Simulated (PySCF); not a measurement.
C₂H₆Cd, SMILES `C[Cd]C`.

PySCF calculation, PBE/def2-TZVP, gas phase; geometry: GFN2-xTB. Core potentials replace the inner electrons of Cd; spin–orbit coupling isn't included. No frequency check shows the geometry to be a minimum. GFN2-xTB bond lengths at metals and heavier atoms can be off by up to 0.1 Å and shapes distorted, which carries into these values.

Cartesian coordinates (Å):

```
C1      -2.1820   -0.2591   -0.0002
Cd2     -0.0000    0.1079   -0.0000
C3       2.1821   -0.2591    0.0002
H4      -2.6390    0.0127    0.9512
H5      -2.7031    0.2817   -0.7890
H6      -2.3435   -1.3283   -0.1595
H7       2.3413   -1.3345    0.1142
H8       2.6944    0.2462    0.8179
H9       2.6496    0.0541   -0.9330
```

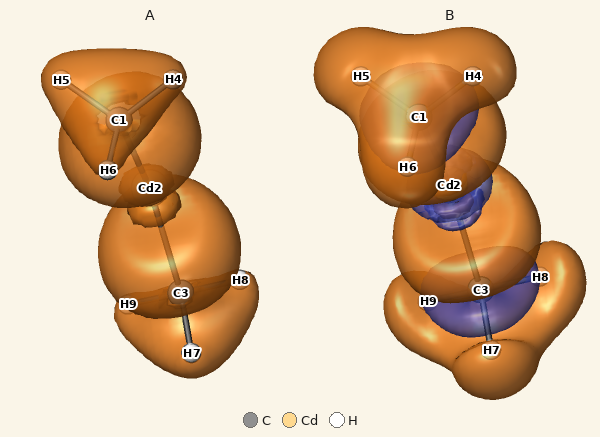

The Fukui function f⁻ from two separate SCF calculations and the density of the HOMO, at ±0.015 e/Å³ (orange positive, blue negative).

> Which panel is which, and how good is the frozen-orbital picture?

B is f⁻ (it has negative regions), A the HOMO density. The HOMO lies on C1 and C3 (30 % each) and Cd2 (21 %); f⁻ (Hirshfeld-condensed) is largest on Cd2 (0.26) and C1 and C3 (0.17 each); the vertical ionisation energy is 8.59 eV (the stability of the cation's solution wasn't checked). Relaxation shifts 27 % of the electron between atoms. The orbital energy is −5.66 eV.
